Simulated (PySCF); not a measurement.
**SiO2 (SMILES O=[Si]=O): PBE/STO-6G**

Aim: the vertical ionisation energy of SiO2 at PBE/STO-6G, from 2 runs. The job is set up through a Python script.

The calculation is run with PySCF 2.14.0.

8 further runs of the same task are left out: 1 that didn't finish, 7 set aside as unsound or not needed.

## (1) The system as given

SiO2: 3 atoms, total charge 0, spin state singlet. SMILES: `O=[Si]=O`. Geometry: relaxed at GFN2-xTB.

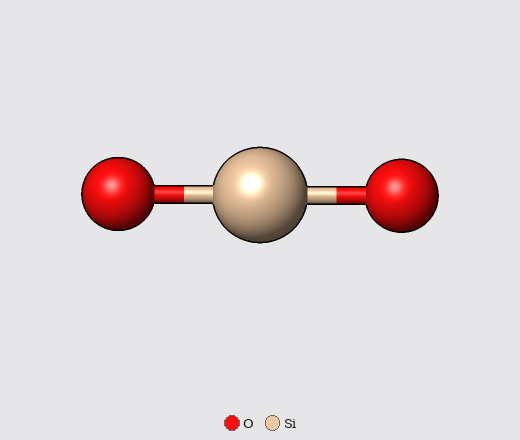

Viewed from a chosen angle; oxygen red, silicon light orange.

## (2) A single-point energy at PBE/STO-6G

File mol.xyz:

```xyz
3

O      0.691230     1.217290     0.513740
Si    -0.000730     0.000440    -0.000160
O     -0.690510    -1.217740    -0.513580
```

File input.py:

```python
from pyscf import gto, dft

mol = gto.M(
    atom='mol.xyz',
    verbose=3,
    basis='sto-6g',
    max_memory=1860,
    charge=0,
)

mf = dft.RKS(mol, xc='pbe')
mf.grids.level = 5
mf.conv_tol = 1e-10
mf.kernel()
if not mf.converged:
    mf = mf.newton().run(mf.mo_coeff, mf.mo_occ)

e_tot = mf.e_tot
print('E = %.10f Eh' % e_tot)
```

Command:

```
OMP_NUM_THREADS=1 python input.py
```

Standard output:

```text
converged SCF energy = -437.83455317837
E = -437.8345531784 Eh
```

Run time: 3 s. Hardware: 1 thread of Arm Neoverse V1, shared host; peak memory 0.19 GiB.

## (3) The doublet cation at the same level

File job.py:

```python
from pyscf import gto, dft

molecule = gto.M(
    atom='''
O      0.691230     1.217290     0.513740
Si    -0.000730     0.000440    -0.000160
O     -0.690510    -1.217740    -0.513580
''',
    verbose=3,
    spin=1,
    basis='sto-6g',
    charge=1,
    max_memory=1860,
)

ks = dft.UKS(molecule, xc='pbe')
ks.grids.level = 5
ks.conv_tol = 1e-10
ks.kernel()
if not ks.converged:
    ks = ks.newton().run(ks.mo_coeff, ks.mo_occ)

e_tot = ks.e_tot
print(f'total energy: {e_tot:.8f} hartree')
```

Command:

```
OMP_NUM_THREADS=1 python job.py
```

Standard output:

```text
converged SCF energy = -437.544799717013  <S^2> = 0.77099125  2S+1 = 2.0208822
total energy: -437.54479972 hartree
```

It took 4.8 s on 1 thread of Arm Neoverse V1, shared host; peak memory 0.2 GiB.

## (4) What came out

At PBE/STO-6G:

| quantity | value |
| --- | --- |
| singlet SiO2: total energy | -437.83455 Eh |
| singlet SiO2: dipole moment | 0.00 D |
| singlet SiO2: HOMO energy | -2.79 eV |
| singlet SiO2: LUMO energy | 1.33 eV |
| singlet SiO2: HOMO–LUMO gap | 4.12 eV |
| doublet cation: total energy | -437.54480 Eh |
| doublet cation: HOMO energy (highest over α and β) | -13.18 eV |
| doublet cation: LUMO energy (lowest over α and β) | -12.90 eV |
| doublet cation: ⟨S²⟩ | 0.771 |
| vertical ionisation energy (to the doublet cation) | 7.885 eV |

**Reading.** The vertical ionisation energy comes to 7.88 eV (182 kcal/mol). The negative HOMO energy of the first species, 2.79 eV, lies 5.09 eV below that difference. In a minimal basis such a difference can be off by several eV, whatever the method. Mulliken charges (doublet cation) run from -0.11 on O3 to +1.21 on Si2; they depend strongly on the basis.
